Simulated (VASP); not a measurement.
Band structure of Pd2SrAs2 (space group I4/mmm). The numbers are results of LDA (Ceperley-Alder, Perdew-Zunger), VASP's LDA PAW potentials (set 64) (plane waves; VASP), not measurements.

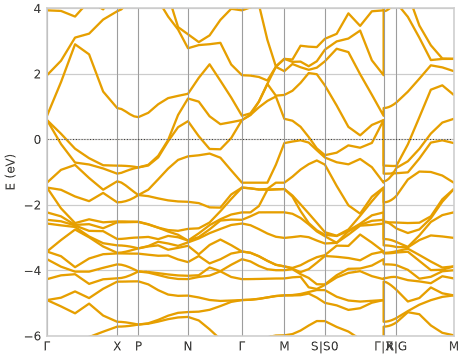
Figure. Bands along high-symmetry lines, zero at the valence-band maximum or, without a gap, the Fermi level

Q: Read the plot: is there a gap, and where are the band edges?

A: It has no gap at this level: it comes out as a metal or semimetal.

The structure comes from a computed database's Pd2SrAs2 entry; how it stands against other phases isn't given here. The cell was not relaxed at this level.
